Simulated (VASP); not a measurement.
Energy against volume of BP (zinc blende). All values below come from r2SCAN meta-GGA, VASP's PBE PAW potentials (set 64) (plane waves; VASP).

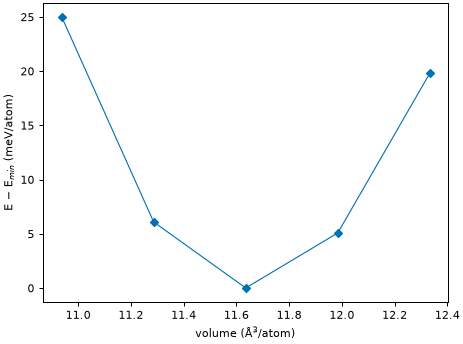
*Energy against volume*

Task: Estimate the equilibrium volume and the bulk modulus.

Result: The minimum lies near 11.6 Å³/atom, and the curvature gives B0 of about 170 GPa.

Measured: bulk modulus 176 GPa at 0 K (computed value off by -3.8 %), as given by Tamar Goldzak et al., The Journal of Chemical Physics (2022), arXiv:2208.04865 [0 K, zero-point effect removed]; a 4.525 Å at 0 K (computed value off by +0.2 %), as given by Daniel Mejia-Rodriguez et al., Physical Review B (2018), arXiv:1807.09216 [static lattice: zero-point anharmonic expansion removed].

The compound is BP in the zinc blende structure. It was relaxed first.
